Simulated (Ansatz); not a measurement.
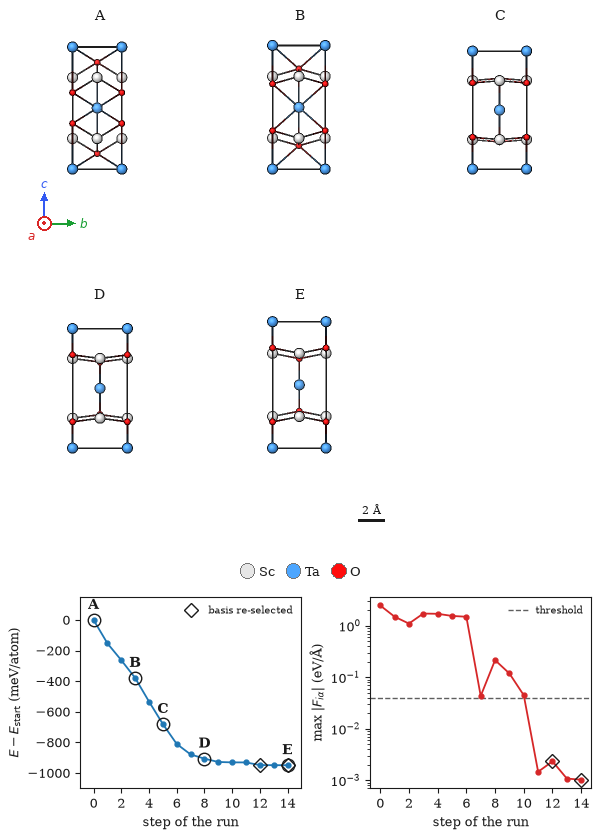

Frames of a relaxation of solid Sc$_{2}$TaO$_{2}$ (a generated structure, set up in I4/mmm) (coarse preliminary run), marked on the history of the run. A ball-and-stick model of the conventional cell (2 times the calculation's cell), seen along the a axis. Lengths and directions refer to the drawn axes.

Level of theory: DFT PBE, scalar-relativistic, plane waves, PAW (Ansatz 0.2.0). (plane-wave cutoff 420 eV; k-point mesh 6 × 6 × 6; occupations gaussian; smearing width 0.1 eV; collinear spin; cell and atoms relaxed; force threshold 0.04 eV/Å; at most 70 steps)

What happens along the run?

After 12 accepted moves (14 points after the start) the energy has fallen by 949 meV per atom. The largest force component goes from 2.5 to 0.001 eV/Å. Pressure: 1.22 GPa at the start and 0.16 GPa at the end. The SCF was repeated twice at an unchanged geometry on a basis and grid sized afresh for the cell, which shifted the energy by 17.5 meV per atom at most. The largest moves relative to the cell, 1.64 Å, are those of O atoms. Ta and Sc stay in place. The volume changes by +22.2 %, with a = b 3.847 → 4.180 Å (+8.6 %), c 9.540 → 9.876 Å (+3.5 %). Some distances before and after: O–Ta 3.562 → 2.050 Å, O–Ta 2.977 → 4.132 Å, Sc–Sc 2.720 → 2.955 Å, Sc–Ta 3.064 → 3.235 Å. Bond angles that change, for instance: Sc–O–Sc 117.1° → 157.3°, O–Sc–O 117.1° → 157.3°, Sc–O–Sc 74.2° → 87.8°. The space group stays I4/mmm (No. 139). The program noted that the starting moments weren't kept. The run may lie on a higher electronic state than the lowest, so the end point isn't shown to be the ground-state structure. From step 0 to 3: O atoms move most (0.60 Å), volume +15.6 %, energy −379 meV per atom. From step 3 to 5: O atoms move most (0.38 Å), volume +0.5 %, energy −301 meV per atom. From step 5 to 8: O atoms move most (0.47 Å), volume +4.5 %, energy −226 meV per atom. From step 8 to 14: O atoms move most (0.12 Å), volume +0.6 %, energy −43.1 meV per atom.
